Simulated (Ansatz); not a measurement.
```xyz
9

F    -1.4240   -1.4881   -1.9060
N    -1.0702   -1.4409    0.8630
Si   -0.3032   -1.3263   -0.7266
Si   -0.8018   -0.0511    1.9031
Si    0.3447    0.8275   -0.1022
H     0.6572   -2.4447   -0.9572
H    -1.5889   -2.2544    1.1986
H     1.8101    1.1183   -0.0736
H    -0.3581    1.9059   -0.8609
```

Geometry: B3LYP-D3(BJ)/def2-SVP.

Level of theory: isolated molecule in a Gaussian basis; Kohn-Sham density functional theory, functional PBE0 (Ansatz).

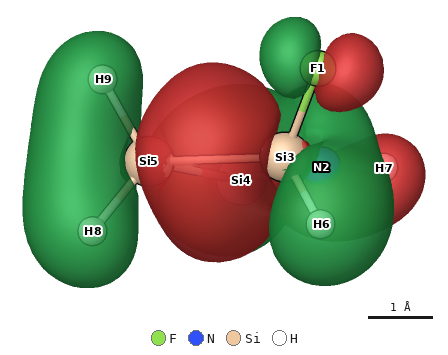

FH4NSi3. The HOMO−1 at ±0.06 Å⁻³ᐟ² (green and red are the two phases), seen from one side.

Q: What is the character of this orbital?

A: Its weight (Hirshfeld) is mainly on Si5 (about 30 %), Si3 (about 25 %), Si4 (about 10 %), N2 (about 10 %) and H6 (about 5 %). Its energy is −8.37 eV.
